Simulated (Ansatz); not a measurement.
Abstraction of F: C3H8BF + C4H9 → C3H8B + C4H9F

Species: C3H8BF `CCB(C)F`, singlet; C4H9 (2-butyl radical) `C[CH]CC`, doublet; C3H8B `C[B]CC`, doublet; C4H9F `CCC(C)F`, singlet. A radical takes F: the energy is the difference in strength between the B–F bond broken and the C–F bond made.

Shapes, held fixed at every level: PBE0-D4/def2-TZVP. Flexible molecules stand in one conformer, not always the lowest. Programs: Ansatz 0.2.0. The zero-point and thermal change to 298 K, harmonic and unscaled (PBE0-D4/def2-TZVP), is +3.7 kJ/mol.

```
               level                    kind  ΔH(298 K) (kJ/mol)  less CCSD(T)/CBS estimate
        MP2/def2-SVP     perturbation theory              +236.9                       +7.0
      MP2/def2-TZVPP     perturbation theory              +229.3                       -0.6
       HF/def2-TZVPP            Hartree–Fock              +243.0                      +13.1
 B3LYP-D4/def2-TZVPP           global hybrid              +233.8                       +3.9
  wB97M-V/def2-TZVPP  range-separated hybrid              +235.2                       +5.3
   B2PLYP/def2-TZVPP           double hybrid              +236.0                       +6.1
    CCSD(T)/def2-SVP   coupled cluster or CI              +237.2                       +7.3
CCSD(T)/CBS estimate   coupled cluster or CI              +229.9                        0.0
```

The highest level, CCSD(T)/CBS estimate, gives ΔH(298 K) = +229.9 kJ/mol; the levels span +229.3 to +243.0. The column of differences is taken from that level and isn't an error. No measured value is set beside it here. Open shells run unrestricted. The CBS estimate extrapolates MP2 from def2-TZVPP and def2-QZVPP and adds CCSD(T) − MP2 in the triple-zeta set, cores frozen.

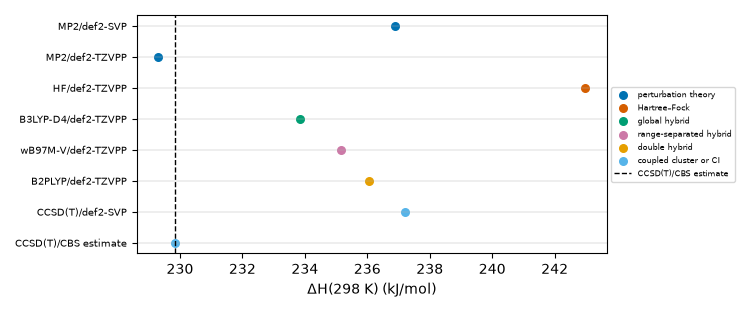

The values of the table, level by level.
